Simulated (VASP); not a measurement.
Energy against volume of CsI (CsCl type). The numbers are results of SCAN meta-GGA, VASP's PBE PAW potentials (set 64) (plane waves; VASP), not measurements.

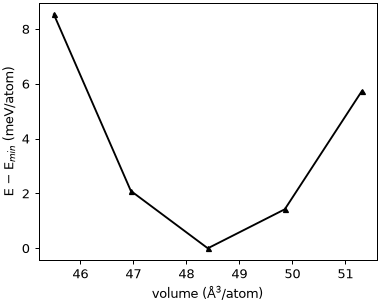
Figure: Energy against volume

Q: Estimate the equilibrium volume and the bulk modulus.

A: The minimum lies near 48.5 Å³/atom, and the curvature gives B0 of about 13 GPa.

The compound is CsI in the CsCl type structure. It was relaxed first.
